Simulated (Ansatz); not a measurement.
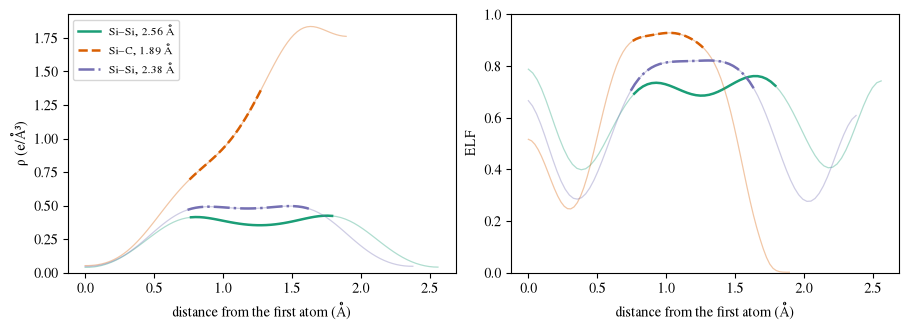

Figure. Si5C2. Valence charge density (pseudo) and electron localisation function along straight lines between neighbouring atoms. Thin, pale parts lie inside the atomic spheres.

Space group R3m; a generated structure, not necessarily the stable one.

Method: Ansatz, DFT PBE, scalar-relativistic, plane waves, PAW.

Core electrons are frozen (PAW), and the valence fields are smoothed inside the atomic spheres.

```cif
data_structure
_symmetry_space_group_name_H-M 'P 1'
_symmetry_Int_Tables_number 1
_cell_length_a 3.1013
_cell_length_b 3.1013
_cell_length_c 67.4616
_cell_angle_alpha 90.000
_cell_angle_beta 90.000
_cell_angle_gamma 120.000
_cell_volume 561.93
loop_
_atom_site_label
_atom_site_type_symbol
_atom_site_fract_x
_atom_site_fract_y
_atom_site_fract_z
_atom_site_occupancy
Si1 Si 0.66667 0.33333 0.06030 1
Si2 Si 0.33333 0.66667 0.39363 1
Si3 Si 0.00000 0.00000 0.72697 1
Si4 Si 0.00000 0.00000 0.29402 1
Si5 Si 0.66667 0.33333 0.62735 1
Si6 Si 0.33333 0.66667 0.96068 1
Si7 Si 0.00000 0.00000 0.33224 1
Si8 Si 0.66667 0.33333 0.66557 1
Si9 Si 0.33333 0.66667 0.99890 1
Si10 Si 0.00000 0.00000 0.02293 1
Si11 Si 0.66667 0.33333 0.35626 1
Si12 Si 0.33333 0.66667 0.68959 1
Si13 Si 0.33333 0.66667 0.09776 1
Si14 Si 0.00000 0.00000 0.43110 1
Si15 Si 0.66667 0.33333 0.76443 1
Si16 Si 0.33333 0.66667 0.23117 1
Si17 Si 0.00000 0.00000 0.56451 1
Si18 Si 0.66667 0.33333 0.89784 1
Si19 Si 0.33333 0.66667 0.26688 1
Si20 Si 0.00000 0.00000 0.60022 1
Si21 Si 0.66667 0.33333 0.93355 1
Si22 Si 0.00000 0.00000 0.13518 1
Si23 Si 0.66667 0.33333 0.46852 1
Si24 Si 0.33333 0.66667 0.80185 1
Si25 Si 0.66667 0.33333 0.17262 1
Si26 Si 0.33333 0.66667 0.50595 1
Si27 Si 0.00000 0.00000 0.83929 1
Si28 Si 0.66667 0.33333 0.20797 1
Si29 Si 0.33333 0.66667 0.54130 1
Si30 Si 0.00000 0.00000 0.87464 1
C1 C 0.66667 0.33333 0.08842 1
C2 C 0.33333 0.66667 0.42175 1
C3 C 0.00000 0.00000 0.75509 1
C4 C 0.00000 0.00000 0.05114 1
C5 C 0.66667 0.33333 0.38447 1
C6 C 0.33333 0.66667 0.71780 1
C7 C 0.33333 0.66667 0.12592 1
C8 C 0.00000 0.00000 0.45925 1
C9 C 0.66667 0.33333 0.79259 1
C10 C 0.00000 0.00000 0.16346 1
C11 C 0.66667 0.33333 0.49679 1
C12 C 0.33333 0.66667 0.83012 1
```

### What can be read from the curves?

Si–Si (2.56 Å): the density is about 0.35 e/Å³ at the midpoint; the ELF peaks at about 0.75 between the atoms.
Si–C (1.89 Å): ρ at the midpoint is about 0.87 e/Å³; the ELF peaks at about 0.95 between the atoms.
Si–Si (2.38 Å): ρ is about 0.48 e/Å³ halfway; the ELF peaks at about 0.80 between the atoms.
